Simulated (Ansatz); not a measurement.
FH₆HfN₃

Input file:

```
crystal:
  periodic: [false, false, false]
  atoms:
    - {symbol: N, position_ang: [-1.653975, 0.914240, -0.255556]}
    - {symbol: Hf, position_ang: [0.294963, 0.437315, 0.097373]}
    - {symbol: N, position_ang: [0.328974, -0.853139, 1.673440]}
    - {symbol: N, position_ang: [0.977287, -0.576552, -1.532647]}
    - {symbol: F, position_ang: [1.356442, 2.010727, 0.447671]}
    - {symbol: H, position_ang: [-2.452384, 0.463169, 0.166961]}
    - {symbol: H, position_ang: [-1.978045, 1.698624, -0.804575]}
    - {symbol: H, position_ang: [0.495425, -1.847111, 1.612060]}
    - {symbol: H, position_ang: [0.277789, -0.592904, 2.648806]}
    - {symbol: H, position_ang: [1.948495, -0.737522, -1.761843]}
    - {symbol: H, position_ang: [0.405018, -0.916839, -2.291700]}
basis:
  gaussian: {orbitals: def2-TZVPP}
hamiltonian: {xc: pbe0, dispersion: d4}
output: {orbitals: {seedname: orbitals}}
```

Command:

```sh
ansatz run in.yaml --threads 4 --pin off --events-out ev --progress --plain --max-ram 10444MiB
```

Geometry: PBE0-D4/def2-TZVP; core potentials replace the inner electrons of Hf.

The calculation used Ansatz 0.2.0, RKS PBE0-D4/def2-TZVPP.

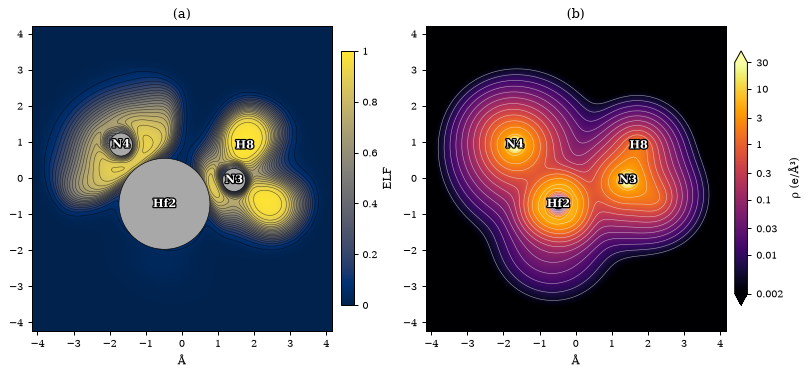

Figure 1. (a) electron localisation function; (b) electron density on the plane of atoms N3, Hf2 and N4. Grey discs cover the atomic cores in the ELF map.

**Read the bonding off the picture.**

Atoms in the plane: Hf, N and H. Hf–N (2.04 Å): the density is about 0.8 e/Å³ at the midpoint; the ELF peaks at about 0.90 in the valence shell of N, 0.6 Å from its nucleus, and is about 0.25 at the midpoint. N–H (1.01 Å): ρ is about 2.9 e/Å³ halfway; the ELF climbs to about 1 towards the hydrogen, as it does in any bond to H; an ordinary covalent bond to hydrogen.

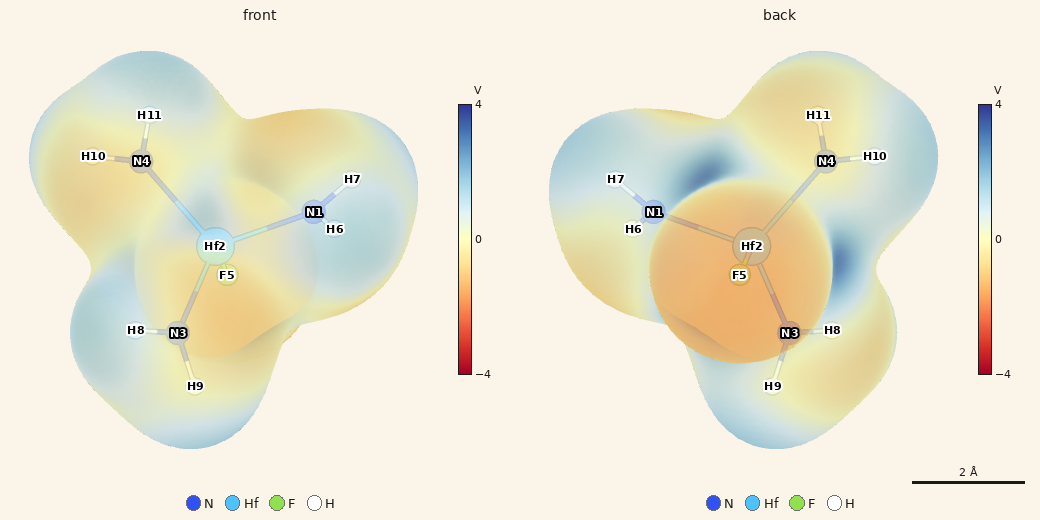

Figure 2. The electrostatic potential painted on the density surface at 0.002 e/bohr³, seen from the front and from behind; the colour scale runs from red (negative) to blue (positive).

**Which sites attract a positive test charge, and which a negative one?**

A positive charge is drawn to the negative regions and a negative charge to the positive ones. The most negative region (about −1.6 V) lies over F5, the most positive (about +2.9 V) over Hf2.

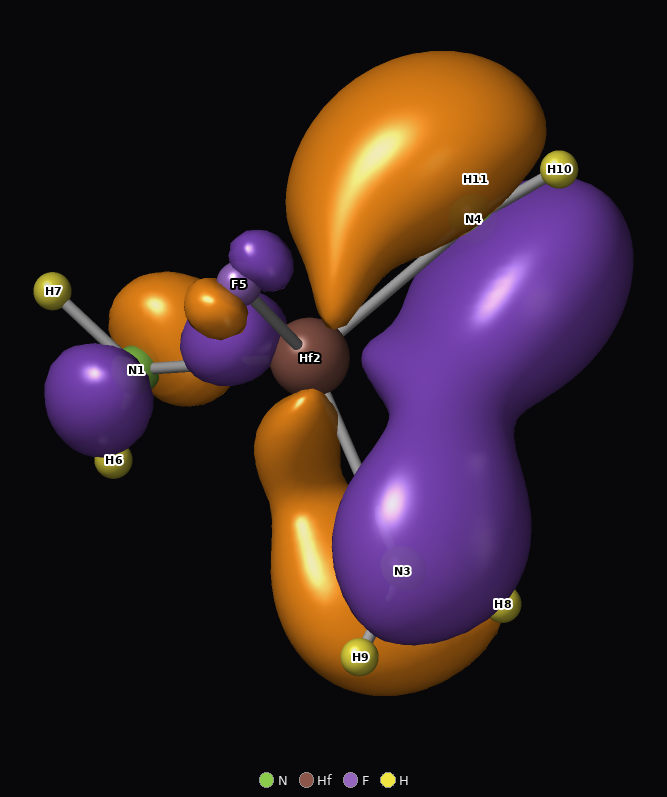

Figure 3. The HOMO−1 at ±0.1 Å⁻³ᐟ² (orange and purple are the two phases), seen at an oblique angle.

**What is the character of this orbital?**

It lies mainly on N4 (about 45 %), N3 (about 20 %) and Hf2 (about 15 %). It is one of a degenerate set, so its orientation is arbitrary. Its energy is −7.43 eV.
